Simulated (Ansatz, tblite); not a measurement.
# The cluster Sn₁₀H₁₄O: charged states by level of theory, part 1 of 3

What does removing or adding an electron cost or gain for the cluster Sn₁₀H₁₄O? Each charged state is run at several levels.

Method: as each input shows; program: Ansatz 0.2.0, Gaussian basis.

Plan: charge +1 doublet, at the geometry of the singlet (PBE0-D4/def2-TZVP, PBE-D4/def2-TZVP, ωB97X-V/def2-TZVP); charge -1 doublet, at the geometry of the singlet (PBE0-D4/def2-TZVP, PBE-D4/def2-TZVP, ωB97X-V/def2-TZVP); charge -1 doublet, relaxed (PBE0-D4/def2-TZVP, PBE-D4/def2-TZVP); the starting singlet's energies come from earlier runs.

5 further runs of the same task are left out: 5 set aside as unsound or not needed.

### 1 The geometry

The geometry is that of the singlet, from an earlier relaxation (PBE-D4/def2-SVP).

25 atoms, charge 0, spin multiplicity 1.

Atoms are counted from 1 here; the program's logs count them from 0.

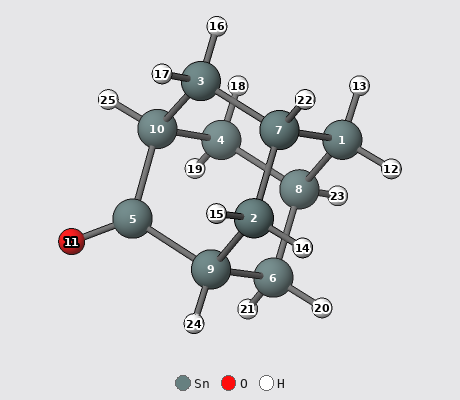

The structure; tin teal, oxygen red, hydrogen white; atoms are numbered from 1 in the order of the file.

Sn takes a core potential in the def2 sets. No spin-orbit coupling is included.

### 2 Charge +1 doublet at the fixed geometry, PBE0-D4/def2-TZVP

Contents of in.yaml:

```yaml
crystal:
  periodic: [false, false, false]
  atoms:
    - {symbol: Sn, position_ang: [0.017498, -3.110787, 0.022102]}
    - {symbol: Sn, position_ang: [-0.012777, 0.102003, -3.262949]}
    - {symbol: Sn, position_ang: [-3.262315, 0.121487, 0.026700]}
    - {symbol: Sn, position_ang: [0.009668, 0.146517, 3.260832]}
    - {symbol: Sn, position_ang: [-0.016847, 3.370526, -0.019504]}
    - {symbol: Sn, position_ang: [3.260254, 0.158347, -0.032475]}
    - {symbol: Sn, position_ang: [-1.626971, -1.497986, -1.598479]}
    - {symbol: Sn, position_ang: [1.643998, -1.455363, 1.617653]}
    - {symbol: Sn, position_ang: [1.646615, 1.771661, -1.699496]}
    - {symbol: Sn, position_ang: [-1.669107, 1.774574, 1.674256]}
    - {symbol: O, position_ang: [-0.023605, 5.251215, -0.028092]}
    - {symbol: H, position_ang: [1.004549, -4.138567, -0.970003]}
    - {symbol: H, position_ang: [-0.959079, -4.133012, 1.030216]}
    - {symbol: H, position_ang: [0.985315, -0.911531, -4.260963]}
    - {symbol: H, position_ang: [-0.994981, 1.070815, -4.316033]}
    - {symbol: H, position_ang: [-4.273366, -0.876973, 1.025900]}
    - {symbol: H, position_ang: [-4.302926, 1.104668, -0.954726]}
    - {symbol: H, position_ang: [-0.973934, -0.866397, 4.273163]}
    - {symbol: H, position_ang: [0.980180, 1.141585, 4.300361]}
    - {symbol: H, position_ang: [4.281175, -0.844411, -1.017199]}
    - {symbol: H, position_ang: [4.291921, 1.165154, 0.934283]}
    - {symbol: H, position_ang: [-2.643573, -2.499670, -2.597041]}
    - {symbol: H, position_ang: [2.672241, -2.431244, 2.629787]}
    - {symbol: H, position_ang: [2.628953, 2.791364, -2.710588]}
    - {symbol: H, position_ang: [-2.662887, 2.796025, 2.672308]}
basis:
  gaussian: {orbitals: def2-TZVP, fitting: {mean_field: def2-universal-jkfit}}
total_charge: 1
magnetization: {spin_polarized: true, initial_magnetization: 1}
hamiltonian: {xc: pbe0, dispersion: d4}
scf: {omitted_lower_state_checks: [starts]}
output: {orbitals: {seedname: orbitals}}
```

The run is started by

```sh
$ ansatz run in.yaml --threads 2 --pin off --events-out ev --progress --plain --max-ram 32768MiB --backend cuda --devices 0, --max-vram 18GiB
```

Output, cut to the lines that bear on the results:

```text
Functional definition: PBE0
  name "PBE0"
  cite "Adamo & Barone, J. Chem. Phys. 110, 6158 (1999) doi:10.1063/1.478522"
  cite "Perdew, Burke & Ernzerhof, Phys. Rev. Lett. 77, 3865 (1996) doi:10.1103/PhysRevLett.77.3865"
  parent pbe
[...]
2509 factors; integrals over basis functions are off by at most 8.8e-1 eV
[...]
mean field -60587.13606491 eV, -2226.5361829494 hartree, gradient 7.3e-6 eV, S^2 0.765895; 0 other end points of the search recorded, 0 dependent functions left out
reference -60587.13615576 eV, -2226.5361862883 hartree; 121, 120 occupied and 494, 495 virtual orbitals, 2509 factors
Total energy: -60588.42670692 eV, -2226.5836131685 hartree
Checks for a lower state left out: starts
```

Wall time 10 s (1 × H100 (card shared with other runs) with 2 threads of AMD EPYC 7R13, shared host); peak host memory 1.2 GiB.

Report: HOMO -10.05 eV, LUMO -8.23 eV (over both spins); ⟨S²⟩ 0.766 (pure: 0.75).

### 3 Charge +1 doublet at the fixed geometry, PBE-D4/def2-TZVP

start.molden holds the orbitals of an earlier run on this state, given as this run's starting guess.

Changes to in.yaml since step 2:

```diff
@@ -29,6 +29,6 @@
 basis:
-  gaussian: {orbitals: def2-TZVP, fitting: {mean_field: def2-universal-jkfit}}
+  gaussian: {orbitals: def2-TZVP, fitting: {mean_field: def2-universal-jkfit}, initial_orbitals: start.molden}
 total_charge: 1
 magnetization: {spin_polarized: true, initial_magnetization: 1}
-hamiltonian: {xc: pbe0, dispersion: d4}
+hamiltonian: {xc: pbe, dispersion: d4}
 scf: {omitted_lower_state_checks: [starts]}
```

Launched as before.

Output, cut to the lines that bear on the results:

```text
Functional definition: PBE
  name "PBE"
  cite "Perdew, Burke & Ernzerhof, Phys. Rev. Lett. 77, 3865 (1996) doi:10.1103/PhysRevLett.77.3865"
  parent pbe
[...]
2509 factors; integrals over basis functions are off by at most 8.8e-1 eV
[...]
mean field -60584.62797972 eV, -2226.4440125188 hartree, gradient 5.0e-6 eV, S^2 0.755999; 0 other end points of the search recorded, 0 dependent functions left out
reference -60584.62810180 eV, -2226.4440170052 hartree; 121, 120 occupied and 494, 495 virtual orbitals, 2509 factors
Total energy: -60586.03423675 eV, -2226.4956915117 hartree
Checks for a lower state left out: starts
```

It took 6.5 s on 1 × H100 (card shared with other runs) with 2 threads of AMD EPYC 7R13, shared host; peak host memory 1.2 GiB.

Report: HOMO -9.26 eV, LUMO -9.10 eV (over both spins); ⟨S²⟩ 0.756 (pure: 0.75).

### 4 Charge +1 doublet at the fixed geometry, ωB97X-V/def2-TZVP

Changes to in.yaml since step 3:

```diff
@@ -32,3 +32,3 @@
 magnetization: {spin_polarized: true, initial_magnetization: 1}
-hamiltonian: {xc: pbe, dispersion: d4}
+hamiltonian: {xc: {name: wB97X-V}}
 scf: {omitted_lower_state_checks: [starts]}
```

The command is unchanged.

Output, cut to the lines that bear on the results:

```text
Functional definition: wB97X-V
  name "wB97X-V"
  cite "Mardirossian & Head-Gordon, Phys. Chem. Chem. Phys. 16, 9904 (2014) doi:10.1039/C3CP54374A"
  cite "Becke, J. Chem. Phys. 107, 8554 (1997) doi:10.1063/1.475007"
  cite "Vydrov & Van Voorhis, J. Chem. Phys. 133, 244103 (2010) doi:10.1063/1.3521275"
[...]
      + integral(e_c_pw_opposite_spin*poly(b97_u_opposite, cos0, cos1)) + vv10(b, c)
[...]
2509 factors; integrals over basis functions are off by at most 8.8e-1 eV
2509 factors; integrals over basis functions are off by at most 4.2e-7 eV
[...]
mean field -60581.81051670 eV, -2226.3404726626 hartree, gradient 1.4e-5 eV, S^2 0.766097; 0 other end points of the search recorded, 0 dependent functions left out
reference -60581.81051065 eV, -2226.3404724403 hartree; 121, 120 occupied and 494, 495 virtual orbitals, 2509 factors
Total energy: -60581.81051065 eV, -2226.3404724403 hartree
Checks for a lower state left out: starts
```

It took 15 s on 1 × H100 (card shared with other runs) with 2 threads of AMD EPYC 7R13, shared host; peak host memory 1.6 GiB.

Report: HOMO -11.93 eV, LUMO -6.37 eV (over both spins); ⟨S²⟩ 0.766 (pure: 0.75).

### 5 Vertical ionisation energy

Charged state less starting state, singlet to doublet; the starting state's energies are those of its earlier runs.

| level | vertical ionisation energy (eV) | time |
| --- | --- | --- |
| PBE-D4/def2-TZVP | +7.30 | 14 s |
| PBE0-D4/def2-TZVP | +7.37 | 18 s |
| ωB97X-V/def2-TZVP | +7.45 | 29 s |

Times add the two runs; a level without a time comes out of a correlated run.

Beside −ε(HOMO) of the starting state:

| level | −ε(HOMO) (eV) | by difference (eV) | mismatch (eV) |
| --- | --- | --- | --- |
| PBE-D4/def2-TZVP | 5.34 | 7.30 | -1.96 |
| PBE0-D4/def2-TZVP | 6.43 | 7.37 | -0.94 |
| ωB97X-V/def2-TZVP | 8.37 | 7.45 | +0.92 |

### 6 Charge -1 doublet at the fixed geometry, PBE0-D4/def2-TZVP

Changes to in.yaml since step 4:

```diff
@@ -29,6 +29,6 @@
 basis:
-  gaussian: {orbitals: def2-TZVP, fitting: {mean_field: def2-universal-jkfit}, initial_orbitals: start.molden}
-total_charge: 1
+  gaussian: {orbitals: def2-TZVP, fitting: {mean_field: def2-universal-jkfit}}
+total_charge: -1
 magnetization: {spin_polarized: true, initial_magnetization: 1}
-hamiltonian: {xc: {name: wB97X-V}}
+hamiltonian: {xc: pbe0, dispersion: d4}
 scf: {omitted_lower_state_checks: [starts]}
```

Launched as before.

Output, cut to the lines that bear on the results:

```text
Functional definition: PBE0
  name "PBE0"
  cite "Adamo & Barone, J. Chem. Phys. 110, 6158 (1999) doi:10.1063/1.478522"
  cite "Perdew, Burke & Ernzerhof, Phys. Rev. Lett. 77, 3865 (1996) doi:10.1103/PhysRevLett.77.3865"
  parent pbe
[...]
2509 factors; integrals over basis functions are off by at most 8.8e-1 eV
[...]
mean field -60596.30077690 eV, -2226.8729799031 hartree, gradient 1.3e-5 eV, S^2 0.756119; 0 other end points of the search recorded, 0 dependent functions left out
reference -60596.30086624 eV, -2226.8729831862 hartree; 122, 121 occupied and 493, 494 virtual orbitals, 2509 factors
Total energy: -60597.68140712 eV, -2226.9237171281 hartree
Checks for a lower state left out: starts
```

Run time: 9 s. Hardware: 1 × H100 (card shared with other runs) with 2 threads of AMD EPYC 7R13, shared host; peak host memory 1.2 GiB.

Report: HOMO -0.75 eV, LUMO 0.71 eV (over both spins); ⟨S²⟩ 0.756 (pure: 0.75).

### 7 Charge -1 doublet at the fixed geometry, PBE-D4/def2-TZVP

Changes to in.yaml since step 6:

```diff
@@ -29,6 +29,6 @@
 basis:
-  gaussian: {orbitals: def2-TZVP, fitting: {mean_field: def2-universal-jkfit}}
+  gaussian: {orbitals: def2-TZVP, fitting: {mean_field: def2-universal-jkfit}, initial_orbitals: start.molden}
 total_charge: -1
 magnetization: {spin_polarized: true, initial_magnetization: 1}
-hamiltonian: {xc: pbe0, dispersion: d4}
+hamiltonian: {xc: pbe, dispersion: d4}
 scf: {omitted_lower_state_checks: [starts]}
```

Launched as before.

Output, cut to the lines that bear on the results:

```text
Functional definition: PBE
  name "PBE"
  cite "Perdew, Burke & Ernzerhof, Phys. Rev. Lett. 77, 3865 (1996) doi:10.1103/PhysRevLett.77.3865"
  parent pbe
[...]
2509 factors; integrals over basis functions are off by at most 8.8e-1 eV
[...]
mean field -60593.71004388 eV, -2226.7777722208 hartree, gradient 7.3e-6 eV, S^2 0.752506; 0 other end points of the search recorded, 0 dependent functions left out
reference -60593.71016062 eV, -2226.7777765108 hartree; 122, 121 occupied and 493, 494 virtual orbitals, 2509 factors
Total energy: -60595.21507902 eV, -2226.8330812419 hartree
Checks for a lower state left out: starts
```

Run time: 11 s. Hardware: 1 × H100 (card shared with other runs) with 2 threads of AMD EPYC 7R13, shared host; peak host memory 1.2 GiB.

Report: HOMO -0.18 eV, LUMO -0.04 eV (over both spins); ⟨S²⟩ 0.753 (pure: 0.75).

### 8 Charge -1 doublet at the fixed geometry, ωB97X-V/def2-TZVP

Changes to in.yaml since step 7:

```diff
@@ -32,3 +32,3 @@
 magnetization: {spin_polarized: true, initial_magnetization: 1}
-hamiltonian: {xc: pbe, dispersion: d4}
+hamiltonian: {xc: {name: wB97X-V}}
 scf: {omitted_lower_state_checks: [starts]}
```

Same command.

Output, cut to the lines that bear on the results:

```text
Functional definition: wB97X-V
  name "wB97X-V"
  cite "Mardirossian & Head-Gordon, Phys. Chem. Chem. Phys. 16, 9904 (2014) doi:10.1039/C3CP54374A"
  cite "Becke, J. Chem. Phys. 107, 8554 (1997) doi:10.1063/1.475007"
  cite "Vydrov & Van Voorhis, J. Chem. Phys. 133, 244103 (2010) doi:10.1063/1.3521275"
[...]
      + integral(e_c_pw_opposite_spin*poly(b97_u_opposite, cos0, cos1)) + vv10(b, c)
[...]
2509 factors; integrals over basis functions are off by at most 8.8e-1 eV
2509 factors; integrals over basis functions are off by at most 4.2e-7 eV
[...]
mean field -60590.96986877 eV, -2226.6770726428 hartree, gradient 2.4e-5 eV, S^2 0.758380; 0 other end points of the search recorded, 0 dependent functions left out
reference -60590.96986320 eV, -2226.6770724382 hartree; 122, 121 occupied and 493, 494 virtual orbitals, 2509 factors
Total energy: -60590.96986320 eV, -2226.6770724382 hartree
Checks for a lower state left out: starts
```

Wall time 24 s (1 × H100 (card shared with other runs) with 2 threads of AMD EPYC 7R13, shared host); peak host memory 1.6 GiB.

HOMO -2.30 eV, LUMO 2.49 eV (over both spins); ⟨S²⟩ 0.758 (pure: 0.75).

### 9 Vertical electron affinity

Starting state less charged state (positive: the electron is bound), singlet to doublet; the starting state's energies are those of its earlier runs.

| level | vertical electron affinity (eV) | time |
| --- | --- | --- |
| PBE-D4/def2-TZVP | +1.88 | 18 s |
| PBE0-D4/def2-TZVP | +1.89 | 17 s |
| ωB97X-V/def2-TZVP | +1.71 | 38 s |

Times add the two runs; a level without a time comes out of a correlated run.

Beside −ε(LUMO) of the starting state:

| level | −ε(LUMO) (eV) | by difference (eV) | mismatch (eV) |
| --- | --- | --- | --- |
| PBE-D4/def2-TZVP | 3.52 | 1.88 | +1.64 |
| PBE0-D4/def2-TZVP | 2.90 | 1.89 | +1.02 |
| ωB97X-V/def2-TZVP | 1.17 | 1.71 | -0.54 |

(Continued in part 2 of 3.)
